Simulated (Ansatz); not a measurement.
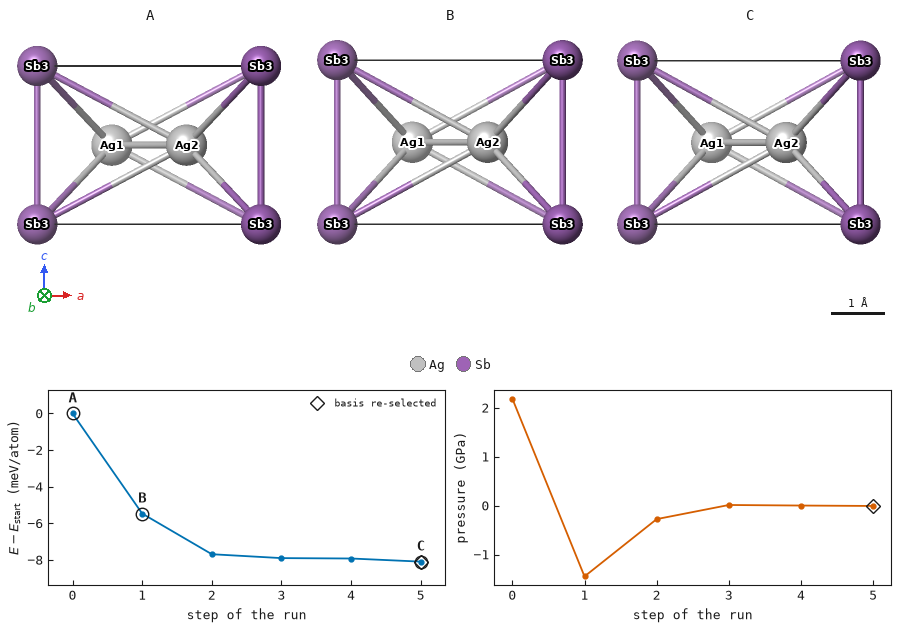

Frames of a relaxation of a crystal of Ag$_{2}$Sb (a generated structure, set up in P6/mmm), marked on the history of the run. The picture is a ball-and-stick view of the cell of the calculation, seen along the b axis.

Level of theory: DFT PBE, scalar-relativistic, plane waves, PAW (Ansatz). Settings: plane-wave cutoff 420 eV; k-point mesh 12 × 12 × 16; occupations gaussian; smearing width 0.1 eV; no spin polarisation; cell and atoms relaxed; force threshold 0.01 eV/Å; at most 80 steps.

Question: What happens along the run?

Answer: The atoms keep their places relative to the cell (all moves are under 0.005 Å). The drawn cell changes as follows: a = b 4.909 → 4.898 Å (−0.2 %), c 3.009 → 3.109 Å (+3.3 %); the volume changes by +2.9 %. Among the contacts that change: Ag1–Ag1 3.009 → 3.109 Å, Sb3–Sb3 3.009 → 3.109 Å, Ag1–Sb3 3.209 → 3.227 Å, Ag1–Ag2 2.834 → 2.828 Å. The space group stays P6/mmm (No. 191). The energy falls by 8.1 meV per atom in 4 accepted moves (5 points after the start). All forces vanish by symmetry, so only the cell relaxes. The pressure goes from 2.19 to −0.01 GPa. At 1 point the geometry stayed and the basis and grid were re-selected for the new cell (energy shift of 0.2 meV per atom at most each time). Cost: 45 s on 1 thread of Intel(R) Xeon(R) 6975P-C (Granite Rapids) (shared host), peak memory 0.61 GiB. From step 0 to 1: volume +5.1 %, energy −5.5 meV per atom. From step 1 to 5: volume −2.1 %, energy −2.6 meV per atom.
